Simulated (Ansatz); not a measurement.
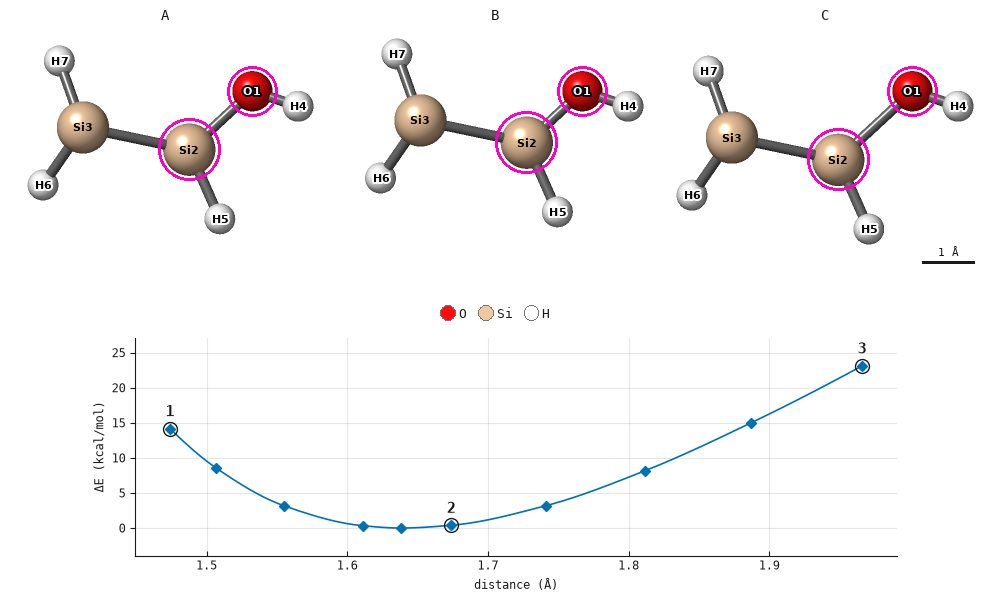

Si2H4O: the O1–Si2 distance is varied, with the rest of the molecule carried along rigidly. The frames are shuffled; the numbered points of the plot belong to them. The picture is a ball-and-stick view, seen face on. The ringed atoms are those of the scanned coordinate.

Single-point energies from Ansatz with wB97M-V in the def2-TZVPP basis, on geometries moved rigidly from the minimum at PBE0-D4/def2-TZVP. Energies are counted from the PBE0-D4/def2-TZVP minimum geometry at the same level.

Which frame belongs to which numbered point?

Answer. Point 1 is frame B (the distance 1.474 Å, 14.2 kcal/mol); 2 is frame A (the distance 1.674 Å, 0.4 kcal/mol); 3 is frame C (the distance 1.966 Å, 23.1 kcal/mol). The lowest computed point lies at the distance 1.638 Å (0.0 kcal/mol). The curvature at the lowest point is about 33 eV/Å² (5.4 mdyn/Å). The well is steeper on the short side, as for any bond.
